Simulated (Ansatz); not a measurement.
CH9AsOSi2 (SMILES CO[SiH2][AsH][SiH3])

```tsv
atom	x (Å)	y (Å)	z (Å)
C	2.0747	-1.4565	-0.1600
O	1.0334	-0.9303	0.6233
Si	0.7620	0.7108	0.1455
As	-1.0653	1.5501	1.3027
Si	-2.5381	0.2051	0.1160
H	1.8024	-1.4760	-1.2396
H	2.2513	-2.5062	0.1522
H	3.0267	-0.9011	-0.0002
H	1.9472	1.5239	0.4581
H	0.4894	0.7765	-1.2989
H	-1.2383	2.7406	0.3040
H	-2.3594	-1.1947	0.5292
H	-3.9185	0.6293	0.3919
H	-2.2677	0.3286	-1.3241
```

Not at a stationary point (largest force 1.4 eV/Å).

Computed with SCF r2SCAN, Gaussian basis (Ansatz).

> What will maps of the electron density and electron localisation function show?

C–O (1.41 Å): the density is about 2 e/Å³ at the midpoint, with its minimum of 1.7 e/Å³ about 0.5 Å from C; the ELF peaks at about 0.85 between the atoms: a polar covalent bond.
Si–O (1.73 Å): ρ at the midpoint is about 0.93 e/Å³; the ELF peaks at about 0.85 between the atoms; a polar covalent bond.
Si–As (2.32 Å): the density is about 0.68 e/Å³ at the midpoint; the ELF peaks at about 0.95 between the atoms (a shared electron pair).
C–H (1.11 Å): ρ is about 1.9 e/Å³ halfway; the ELF climbs to about 1 towards the hydrogen, as it does in any bond to H: a covalent bond by its length.

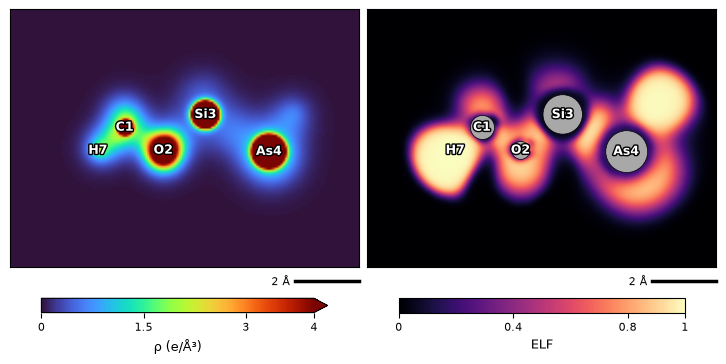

Computed electron density and electron localisation function on the plane of atoms O2, Si3 and As4, in this order. Grey discs cover the atomic cores in the ELF map. 
